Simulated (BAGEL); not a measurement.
# C2H6Si (SMILES CC[SiH]): a chain of runs

We compute a single-point energy (HF/6-31G*), then the energy (NEVPT2(2,2)/6-31G*), then a single-point energy (CASPT2(2,2)/6-31G*) of C2H6Si. 

Program for the calculation: BAGEL 1.2.2.

2 further runs of the same task are left out: 2 set aside as unsound or not needed.

## Step 1: The structure to begin with

C2H6Si has 9 atoms, charge 0, and is taken as a singlet. SMILES: `CC[SiH]`. The C2–H7 distance was set to 1.478 Å, away from the relaxed value.

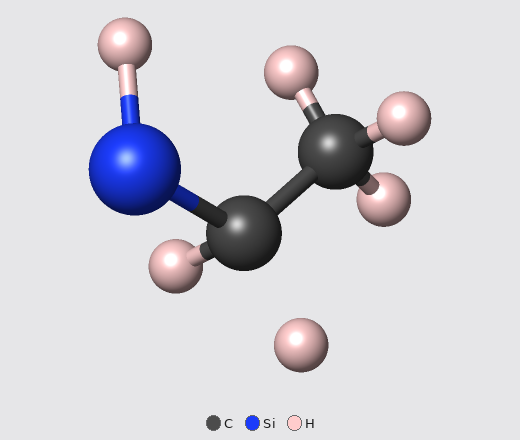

The structure, seen from a chosen angle (carbon dark grey, silicon blue, hydrogen pink).

## Step 2: The energy at HF/6-31G(d) (density fitting with svp-jkfit, spherical functions) (run 1)

File input.json:

```json
{ "bagel": [

{
  "title": "molecule",
  "basis": "6-31gs.json",
  "df_basis": "svp-jkfit",
  "angstrom": "false",
  "geometry": [
    { "atom": "C", "xyz": [ -1.53678765,  1.13560635, -0.50426775 ] },
    { "atom": "C", "xyz": [  0.38506382, -0.86636951,  0.25880366 ] },
    { "atom": "Si", "xyz": [  2.37248879, -0.47878668,  3.20224107 ] },
    { "atom": "H", "xyz": [ -2.69953613,  0.52616967, -2.10108632 ] },
    { "atom": "H", "xyz": [ -0.60023938,  2.88813836, -1.06702819 ] },
    { "atom": "H", "xyz": [ -2.79307757,  1.59046343,  1.06836233 ] },
    { "atom": "H", "xyz": [  1.98610216, -1.63423515, -1.89785195 ] },
    { "atom": "H", "xyz": [ -0.60968801, -2.63118474,  0.81117061 ] },
    { "atom": "H", "xyz": [  0.34292293,  0.97497963,  4.66980238 ] }
  ]
},
{ "title": "hf", "charge": 0 },
{ "title": "print", "file": "orbitals.molden", "orbitals": "true" }

]}
```

The basis set 6-31G* is read from a file made from the Basis Set Exchange's data (not shown).

Launch:

```sh
$ BAGEL_NUM_THREADS=1 BAGEL input.json > input.out
```

The program printed:

```text
* using 1 threads per process

  ===============================================================
  ===============================================================

  *** Geometry ***

  { "atom" : "C", "xyz" : [     -1.536788,      1.135606,     -0.504268 ] },
  { "atom" : "C", "xyz" : [      0.385064,     -0.866370,      0.258804 ] },
  { "atom" : "Si", "xyz" : [      2.372489,     -0.478787,      3.202241 ] },
  { "atom" : "H", "xyz" : [     -2.699536,      0.526170,     -2.101086 ] },
  { "atom" : "H", "xyz" : [     -0.600239,      2.888138,     -1.067028 ] },
  { "atom" : "H", "xyz" : [     -2.793078,      1.590463,      1.068362 ] },
  { "atom" : "H", "xyz" : [      1.986102,     -1.634235,     -1.897852 ] },
  { "atom" : "H", "xyz" : [     -0.609688,     -2.631185,      0.811171 ] },
  { "atom" : "H", "xyz" : [      0.342923,      0.974980,      4.669802 ] },

  Number of auxiliary basis functions:      386

  Since a DF basis is specified, we compute 2- and 3-index integrals:
    o Being stored without compression. Storage requirement is 0.010 GB

  Number of basis functions:       58
  Number of electrons      :       32

    * METHOD: MOLECULE                             0.14

  *** RHF ***

  === Nuclear Repulsion ===
    94.4566739495

      * DIIS with orbital gradients will be used.

  === RHF iteration (6-31gs.json) ===
      0       -367.93360849          0.01665830           0.03
      1       -368.00613811          0.00751538           0.03
      2       -368.02147383          0.00199666           0.03
      3       -368.02299781          0.00031200           0.03
      4       -368.02304032          0.00010477           0.03
      5       -368.02304779          0.00002766           0.03
      6       -368.02304847          0.00001083           0.03
      7       -368.02304864          0.00000489           0.03
      8       -368.02304868          0.00000175           0.03
      9       -368.02304868          0.00000054           0.03
     10       -368.02304868          0.00000018           0.03
     11       -368.02304868          0.00000007           0.03
     12       -368.02304868          0.00000002           0.03
     13       -368.02304868          0.00000001           0.03
    * SCF iteration converged.

    * Permanent dipole moment:
           (    0.442893,    -0.107667,     0.169656) a.u.

    * METHOD: HF                                   0.46

    * METHOD: PRINT                                0.01

  ===============================================================
```

Run time: 0.75 s. Hardware: 1 thread of Arm Neoverse V1, shared host; peak memory 0.15 GiB.

## Step 3: The energy at NEVPT2(2,2)/6-31G(d) (density fitting with svp-jkfit, spherical functions) (run 2)

File calc.json:

```json
{ "bagel" : [

{
  "title" : "molecule",
  "basis" : "6-31gs.json",
  "df_basis" : "svp-jkfit",
  "geometry" : [
    { "atom" : "C", "xyz" : [    -1.53678765,     1.13560635,    -0.50426775 ] },
    { "atom" : "C", "xyz" : [     0.38506382,    -0.86636951,     0.25880366 ] },
    { "atom" : "Si", "xyz" : [     2.37248879,    -0.47878668,     3.20224107 ] },
    { "atom" : "H", "xyz" : [    -2.69953613,     0.52616967,    -2.10108632 ] },
    { "atom" : "H", "xyz" : [    -0.60023938,     2.88813836,    -1.06702819 ] },
    { "atom" : "H", "xyz" : [    -2.79307757,     1.59046343,     1.06836233 ] },
    { "atom" : "H", "xyz" : [     1.98610216,    -1.63423515,    -1.89785195 ] },
    { "atom" : "H", "xyz" : [    -0.60968801,    -2.63118474,     0.81117061 ] },
    { "atom" : "H", "xyz" : [     0.34292293,     0.97497963,     4.66980238 ] }
  ]
},

{
  "title" : "hf"
},

{
  "title" : "nevpt2",
  "nstate" : 1,
  "nact" : 2,
  "nclosed" : 15,
  "active" : [15, 19],
  "maxiter" : 200,
  "natocc" : true,
  "ncore" : 7
},

{
  "title" : "print",
  "file" : "orbitals.molden",
  "orbitals" : true
}

]}
```

The basis set 6-31G* is read from a file made from the Basis Set Exchange's data (not shown).

Launch:

```sh
$ BAGEL_NUM_THREADS=1 BAGEL calc.json > calc.out
```

The program printed:

```text
* using 1 threads per process

  ===============================================================
  ===============================================================

  *** Geometry ***

  { "atom" : "C", "xyz" : [     -1.536788,      1.135606,     -0.504268 ] },
  { "atom" : "C", "xyz" : [      0.385064,     -0.866370,      0.258804 ] },
  { "atom" : "Si", "xyz" : [      2.372489,     -0.478787,      3.202241 ] },
[... 5 lines of this table left out ...]
  { "atom" : "H", "xyz" : [      0.342923,      0.974980,      4.669802 ] },

  Number of auxiliary basis functions:      386

  Since a DF basis is specified, we compute 2- and 3-index integrals:
    o Being stored without compression. Storage requirement is 0.010 GB

  Number of basis functions:       58
  Number of electrons      :       32

    * METHOD: MOLECULE                             0.13

  *** RHF ***

  === Nuclear Repulsion ===
    94.4566739495

      * DIIS with orbital gradients will be used.

  === RHF iteration (6-31gs.json) ===
      0       -367.93360849          0.01665830           0.03
      1       -368.00613811          0.00751538           0.03
      2       -368.02147383          0.00199666           0.03
[... 10 lines of this table left out ...]
     13       -368.02304868          0.00000001           0.03
    * SCF iteration converged.

    * Permanent dipole moment:
           (    0.442893,    -0.107667,     0.169656) a.u.

    * METHOD: HF                                   0.46

    * freezing 7 orbitals
  ---------------------------
      CASSCF calculation
  ---------------------------

    ==== Active orbitals : =====
         Orbital 15
         Orbital 19
    ============================

    * nstate   :      1
    * nclosed  :     15
    * nact     :      2
    * nvirt    :     41
  === CASSCF iteration (6-31gs.json) ===

    * Using the second-order algorithm

      0  0      -368.02554578     6.02e-04      0.01

      1  0      -368.04519523     2.07e-03      0.14
[... 19 lines of this table left out ...]
     11  0      -368.05057433     2.67e-09      0.11

    * Second-order optimization converged. *

     guess   0:   closed 1.                   open ..

  === FCI iteration ===

      0  0      -368.02233264     8.23e-02      0.00
      1  0      -368.05056532     1.20e-03      0.00
      2  0 *    -368.05057433     8.97e-16      0.00

     * ci vector, state   0, <S^2> = 0.0000
       2.     0.9855924607
       .2    -0.1691375223

  === DF-NEVPT2 calculation ===

    * 3-index integral transformation done
    * assembly done

      NEVPT2 correlation energy:   -0.3111610984      0.06

          (+0)     -0.2612534936
          (+0)'    -0.0158476282
          (+1)     -0.0063593188
          (+1)'    -0.0000000000
          (+2)     -0.0003304742
          (-1)     -0.0240051355
          (-1)'     0.0000000000
          (-2)     -0.0033650481

      NEVPT2 total energy:       -368.3617354296

    * METHOD: NEVPT2                               1.66

    * METHOD: PRINT                                0.01

  ===============================================================
```

Run time: 2.4 s. Hardware: 1 thread of Arm Neoverse V1, shared host; peak memory 0.15 GiB.

## Step 4: A single-point energy at CASPT2(2,2)/6-31G(d) (density fitting with svp-jkfit, spherical functions) (run 3)

File job.json:

```json
{ "bagel": [

{
  "title": "molecule",
  "basis": "6-31gs.json",
  "df_basis": "svp-jkfit",
  "geometry": [
    { "atom": "C", "xyz": [ -1.53678765,  1.13560635, -0.50426775 ] },
    { "atom": "C", "xyz": [  0.38506382, -0.86636951,  0.25880366 ] },
    { "atom": "Si", "xyz": [  2.37248879, -0.47878668,  3.20224107 ] },
    { "atom": "H", "xyz": [ -2.69953613,  0.52616967, -2.10108632 ] },
    { "atom": "H", "xyz": [ -0.60023938,  2.88813836, -1.06702819 ] },
    { "atom": "H", "xyz": [ -2.79307757,  1.59046343,  1.06836233 ] },
    { "atom": "H", "xyz": [  1.98610216, -1.63423515, -1.89785195 ] },
    { "atom": "H", "xyz": [ -0.60968801, -2.63118474,  0.81117061 ] },
    { "atom": "H", "xyz": [  0.34292293,  0.97497963,  4.66980238 ] }
  ]
},
{ "title": "hf" },
{ "title": "casscf", "nstate": 1, "nact": 2, "nclosed": 15, "active": [15, 19], "maxiter": 200, "natocc": true },
{ "title": "print", "file": "orbitals.molden", "orbitals": true },
{ "title": "smith", "method": "caspt2", "ms": true, "xms": true, "sssr": true, "shift": 0.2, "shift_imag": true, "ncore": 7 }

]}
```

The basis set 6-31G* is read from a file made from the Basis Set Exchange's data (not shown).

Launch:

```sh
$ BAGEL_NUM_THREADS=1 BAGEL job.json > job.out
```

The program printed:

```text
* using 1 threads per process

  ===============================================================
  ===============================================================

  *** Geometry ***

  { "atom" : "C", "xyz" : [     -1.536788,      1.135606,     -0.504268 ] },
  { "atom" : "C", "xyz" : [      0.385064,     -0.866370,      0.258804 ] },
  { "atom" : "Si", "xyz" : [      2.372489,     -0.478787,      3.202241 ] },
[... 5 lines of this table left out ...]
  { "atom" : "H", "xyz" : [      0.342923,      0.974980,      4.669802 ] },

  Number of auxiliary basis functions:      386

  Since a DF basis is specified, we compute 2- and 3-index integrals:
    o Being stored without compression. Storage requirement is 0.010 GB

  Number of basis functions:       58
  Number of electrons      :       32

    * METHOD: MOLECULE                             0.13

  *** RHF ***

  === Nuclear Repulsion ===
    94.4566739495

      * DIIS with orbital gradients will be used.

[... 6 lines left out ...]
    * SCF iteration converged.
[... 1 line left out ...]
    * Permanent dipole moment:
[... 27 lines left out ...]
    * Second-order optimization converged. *
[... 9 lines left out ...]
     * ci vector, state   0, <S^2> = 0.0000
[... 16 lines left out ...]
    * Zeroth order energy : state  0       -0.8873966770
[... 3 lines left out ...]
      -------------------------------------------  CASPT2 iteration  ---------------------------------------------------
       #      aibj      arbs      arbi      airj      risj      airs      arst      rist         Etot      error   time
      ------------------------------------------------------------------------------------------------------------------

       0  -0.26011  -0.00406  -0.02468  -0.00678  -0.00047  -0.01402  -0.00000  -0.00000   -0.3101198  0.0018565   0.03
       1  -0.26027  -0.00410  -0.02478  -0.00691  -0.00050  -0.01436  -0.00000  -0.00000   -0.3109193  0.0003286   0.02
       2  -0.26028  -0.00410  -0.02477  -0.00692  -0.00050  -0.01438  -0.00000  -0.00000   -0.3109499  0.0000689   0.02
       3  -0.26028  -0.00410  -0.02477  -0.00691  -0.00051  -0.01438  -0.00000  -0.00000   -0.3109509  0.0000144   0.02
       4  -0.26028  -0.00410  -0.02477  -0.00691  -0.00051  -0.01438   0.00000  -0.00000   -0.3109510  0.0000029   0.03
       5  -0.26028  -0.00410  -0.02477  -0.00691  -0.00051  -0.01438  -0.00000  -0.00000   -0.3109510  0.0000006   0.02

      ------------------------------------------------------------------------------------------------------------------

    * CASPT2 energy : state  0     -368.3637906822
        w/o shift correction       -368.3615253000
        reference weight              0.8915868809

    * METHOD: SMITH                                0.22

  ===============================================================
```

Wall time 2.5 s (1 thread of Arm Neoverse V1, shared host); peak memory 0.15 GiB.

## Step 5: Outcome

```
                               quantity          value
         run 1, HF/6-31G*: total energy  -368.02305 Eh
        run 1, HF/6-31G*: dipole moment         1.24 D
          run 1, HF/6-31G*: HOMO energy       -8.65 eV
          run 1, HF/6-31G*: LUMO energy        0.75 eV
        run 1, HF/6-31G*: HOMO–LUMO gap        9.40 eV
run 2, NEVPT2(2,2)/6-31G*: total energy  -368.36174 Eh
run 3, CASPT2(2,2)/6-31G*: total energy  -368.36379 Eh
```
